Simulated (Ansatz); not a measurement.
# triplet [PO2]+: levels of theory compared

Aim: a comparison of 6 runs (U-wB97X/STO-3G, UB2PLYP/STO-3G, UBLYP/STO-3G, UPBE/STO-3G, UPBE0/STO-3G, UCCSD(T)/STO-3G) of triplet [PO2]+. 

The results are computed with Ansatz 0.2.0.

20 further runs of the same task are left out: 18 that didn't finish, 2 set aside as unsound or not needed.

**1. The molecule**

[PO2]+: 3 atoms, total charge +1, spin state triplet. SMILES of the parent species: `O=[P+]=O`. Geometry: relaxed at GFN2-xTB. That shape belongs to the parent species and isn't relaxed for this state.

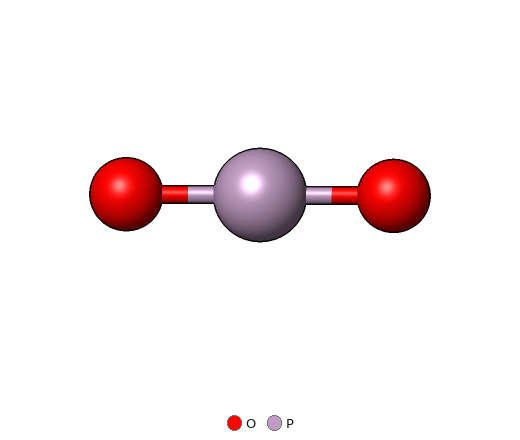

The structure, seen from a chosen angle (oxygen red, phosphorus pink).

**2. The energy at U-wB97X/STO-3G (run 1)**

Contents of in.yaml:

```yaml
crystal:
  periodic: [false, false, false]
  atoms:
    - {symbol: O, position_ang: [0.792290, 1.025900, 0.548180]}
    - {symbol: P, position_ang: [0.000230, -0.000210, 0.000340]}
    - {symbol: O, position_ang: [-0.792520, -1.025690, -0.548520]}
basis:
  gaussian:
    orbitals: STO-3G
hamiltonian:
  xc: {name: wB97X}
magnetization:
  spin_polarized: true
  initial_magnetization: 2
total_charge: 1
accuracy: high
```

Started as:

```bash
$ ansatz run in.yaml --threads 1 --pin off --max-ram 2610MiB --events-out events.jsonl --progress --plain --runs-dir runs
```

The program printed:

```text
Warning: RAYON_NUM_THREADS=1 ignored (pool sized by the plan → 1); use --threads N
Functional definition: wB97X
  name "wB97X"
  parameter omega = 0.3/bohr
  parameter cx = 0.157706
  parameter cx1 = 0.726479
  parameter cx2 = 1.04760
  parameter cx3 = -5.70635
  parameter cx4 = 13.2794
  parameter css1 = -4.33879
  parameter css2 = 18.2308
  parameter css3 = -31.7430
  parameter css4 = 17.2901
  parameter cos1 = 2.37031
  parameter cos2 = -11.3995
  parameter cos3 = 6.58405
  parameter cos4 = -3.78132
  exchange = spin_sum(e_x_unif_sr(omega)*poly(b97_u_x, 1 - cx, cx1, cx2, cx3, cx4)) + cx*exact_x_sr(omega)
      + exact_x_lr(omega)
  correlation = spin_sum(e_c_pw_same_spin*poly(b97_u_same, 1, css1, css2, css3, css4))
      + integral(e_c_pw_opposite_spin*poly(b97_u_opposite, 1, cos1, cos2, cos3, cos4))
326 factors; integrals over basis functions are off by at most 2.2e-8 eV
115 factors; integrals over basis functions are off by at most 1.1e-9 eV
mean field evaluation 1: about -13197.6135 eV, gradient 2.8e1 eV
mean field evaluation 2: about -13200.0064 eV, gradient 2.5e1 eV
mean field evaluation 4: about -13204.0077 eV, gradient 6.0e-1 eV
mean field evaluation 8: about -13204.0256 eV, gradient 2.9e-2 eV
mean field evaluation 16: about -13204.0256 eV, gradient 1.4e-5 eV
mean field evaluation 32: about -13204.0256 eV, gradient 3.5e-4 eV
mean field -13204.02560761 eV, -485.2389910695 hartree, gradient 1.6e-8 eV, S^2 2.075691; 1 other end points of the search recorded, 0 dependent functions left out
reference -13204.02560675 eV, -485.2389910379 hartree; 16, 14 occupied and 3, 5 virtual orbitals, 326 factors
Total energy: -13204.02560675 eV, -485.2389910379 hartree
```

It took 35 s on 1 thread of Arm Neoverse V1, shared host; peak memory 0.34 GiB.

**3. A single-point energy at UB2PLYP/STO-3G (run 2)**

Contents of run.yaml:

```yaml
crystal:
  periodic: [false, false, false]
  atoms:
    - {symbol: O, position_ang: [0.792290, 1.025900, 0.548180]}
    - {symbol: P, position_ang: [0.000230, -0.000210, 0.000340]}
    - {symbol: O, position_ang: [-0.792520, -1.025690, -0.548520]}
basis:
  gaussian:
    orbitals: STO-3G
total_charge: 1
magnetization:
  spin_polarized: true
  initial_magnetization: 2
hamiltonian:
  xc: {name: B2PLYP}
correlation:
  frozen_orbitals: {O: 1, P: 5}
accuracy: high
```

Started as:

```bash
$ ansatz run run.yaml --threads 1 --pin off --max-ram 2610MiB --events-out events.jsonl --progress --plain --runs-dir runs
```

The program printed, shortened:

```text
Warning: RAYON_NUM_THREADS=1 ignored (pool sized by the plan → 1); use --threads N
Functional definition: B2PLYP
  name "B2PLYP"
[...]
326 factors; integrals over basis functions are off by at most 2.2e-8 eV
[...]
mean field -13194.76538779 eV, -484.8986842680 hartree, gradient 6.2e-12 eV, S^2 2.140783; 4 other end points of the search recorded, 0 dependent functions left out
7 core orbitals not correlated: weight in the atoms' cores, before any rotation towards them, 1.000 or more for the frozen orbitals, at most 0.000 for the correlated occupied ones
reference -13194.76539962 eV, -484.8986847028 hartree; 9, 7 occupied and 3, 5 virtual orbitals, 326 factors
second order -6.71604481 eV of doubles, -0.00000000 eV of singles
Total energy: -13196.57873172 eV, -484.9653234283 hartree
```

Wall time 37 s (1 thread of Arm Neoverse V1, shared host); peak memory 0.13 GiB.

**4. The energy at UBLYP/STO-3G (run 3)**

Contents of job.yaml:

```yaml
crystal:
  periodic: [false, false, false]
  atoms:
    - {symbol: O, position_ang: [0.792290, 1.025900, 0.548180]}
    - {symbol: P, position_ang: [0.000230, -0.000210, 0.000340]}
    - {symbol: O, position_ang: [-0.792520, -1.025690, -0.548520]}
basis:
  gaussian:
    orbitals: STO-3G
hamiltonian:
  xc: {name: BLYP}
magnetization:
  spin_polarized: true
  initial_magnetization: 2
accuracy: high
total_charge: 1
```

Started as:

```bash
$ ansatz run job.yaml --threads 1 --pin off --max-ram 2610MiB --events-out events.jsonl --progress --plain --runs-dir runs
```

The program printed, shortened:

```text
Warning: RAYON_NUM_THREADS=1 ignored (pool sized by the plan → 1); use --threads N
Functional definition: BLYP
  name "BLYP"
[...]
326 factors; integrals over basis functions are off by at most 2.2e-8 eV
[...]
mean field -13203.91679557 eV, -485.2349923011 hartree, gradient 8.8e-9 eV, S^2 2.012335; 6 other end points of the search recorded, 0 dependent functions left out
reference -13203.91682060 eV, -485.2349932208 hartree; 16, 14 occupied and 3, 5 virtual orbitals, 326 factors
Total energy: -13203.91682060 eV, -485.2349932208 hartree
```

Wall time 14 s (1 thread of Arm Neoverse V1, shared host); peak memory 0.12 GiB.

Runs 4 to 5 aren't shown in full; the table further down has their settings and results.

**5. The energy at UCCSD(T)/STO-3G (run 6)**

Contents of in.yaml:

```yaml
crystal:
  periodic: [false, false, false]
  atoms:
    - {symbol: O, position_ang: [0.792290, 1.025900, 0.548180]}
    - {symbol: P, position_ang: [0.000230, -0.000210, 0.000340]}
    - {symbol: O, position_ang: [-0.792520, -1.025690, -0.548520]}
basis:
  gaussian: {orbitals: STO-3G}
total_charge: 1
magnetization: {spin_polarized: true, initial_magnetization: 2}
correlation: {method: ccsd_t, frozen_orbitals: {O: 1, P: 5}}
accuracy: high
scf: {omitted_lower_state_checks: [cluster_reference, increment]}
```

Started as:

```bash
$ ansatz run in.yaml --threads 1 --pin off --max-ram 2610MiB --events-out events.jsonl --progress --plain --runs-dir runs
```

The program printed:

```text
Warning: RAYON_NUM_THREADS=1 ignored (pool sized by the plan → 1); use --threads N
[... 18 lines left out ...]
7 core orbitals not correlated: weight in the atoms' cores, before any rotation towards them, 1.000 or more for the frozen orbitals, at most 0.000 for the correlated occupied ones
[... 37 lines left out ...]
Total energy: -13177.09607440 eV, -484.2493489777 hartree
Checks for a lower state left out: cluster_reference, increment
```

It took 1 s on 1 thread of Arm Neoverse V1, shared host.

**6. The series**

```csv
run,level,frozen core orbitals,energy (Eh),⟨S²⟩,wall time
1,U-wB97X/STO-3G,–,-485.238991,2.076,35 s
2,UB2PLYP/STO-3G,7,-484.965323,2.141,37 s
3,UBLYP/STO-3G,–,-485.234993,2.012,14 s
4,UPBE/STO-3G,–,-484.984752,2.012,11 s
5,UPBE0/STO-3G,–,-485.021251,2.054,15 s
6,UCCSD(T)/STO-3G,7,-484.249349,2.341,1 s
```

**7. Outcome**

| quantity | value |
| --- | --- |
| run 6: total energy | -484.24935 Eh |
| run 6: correlation energy (7 core orbitals frozen) | -186.4 mEh |
| run 6: (T) correction | -11.34 mEh |
| run 6: ⟨S²⟩ of the reference determinant | 2.341 |
| run 6: T1 diagnostic | 0.060 |

In words: Totals of different functionals can't be ranked against each other. In runs 1, 2, 3, 4, 5, 6 the basis is minimal, so the values are rough. Spin contamination of the reference: run 6 ⟨S²⟩ = 2.34, run 2 ⟨S²⟩ = 2.14. All runs together took 1.9 min, the longest 37 s.
